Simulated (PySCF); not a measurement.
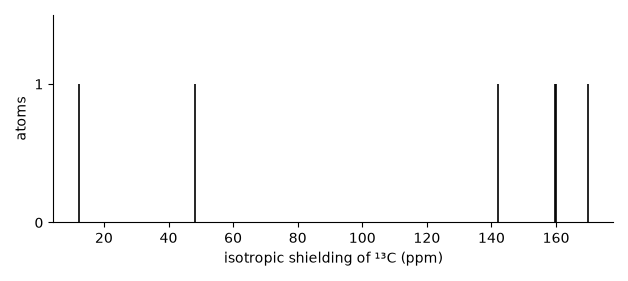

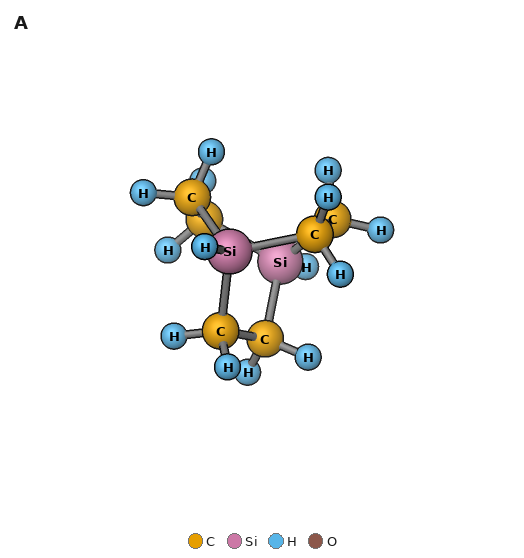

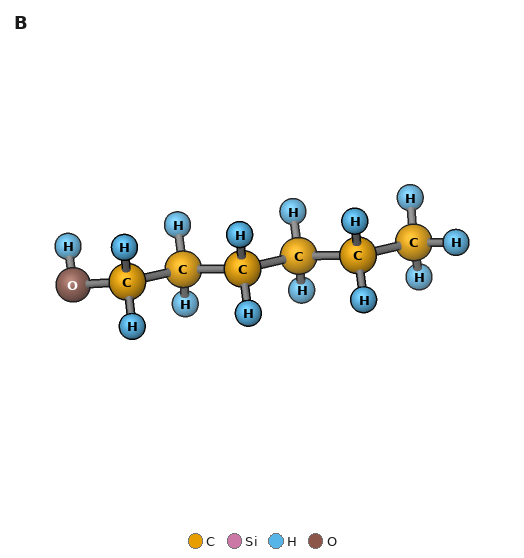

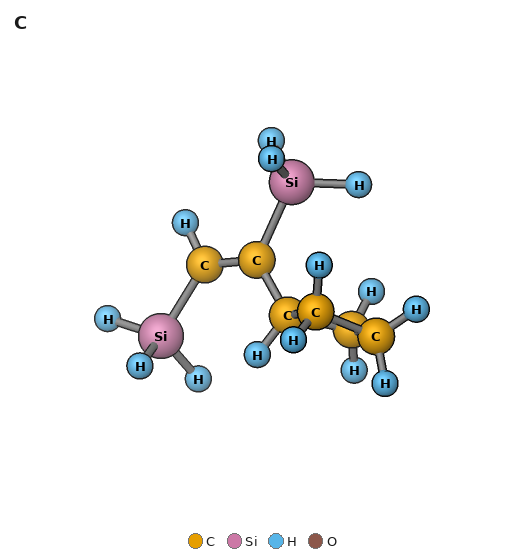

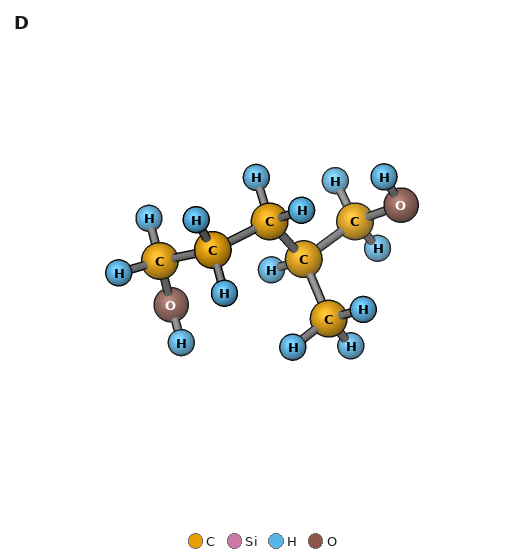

The sticks are computed shieldings of one of the molecules, for one fixed geometry (GFN2-xTB) without averaging over rotations. Low shielding means a high chemical shift. Method: GIAO PBE0/pcSseg-1 NMR shielding, non-relativistic, gas phase (PySCF 2.14.0).

Match the spectrum to a structure.

C, `[SiH3]/C=C(/[SiH3])C1CCC1`. Its 6 C atoms give lines at 12.2, 48.1, 141.9, 159.5, 160.1, 169.9 ppm.

The geometry is semi-empirical. Around Si such bond lengths and angles can be off by a tenth of an ångström or more and by several degrees, and values that hang on the shape move with them.
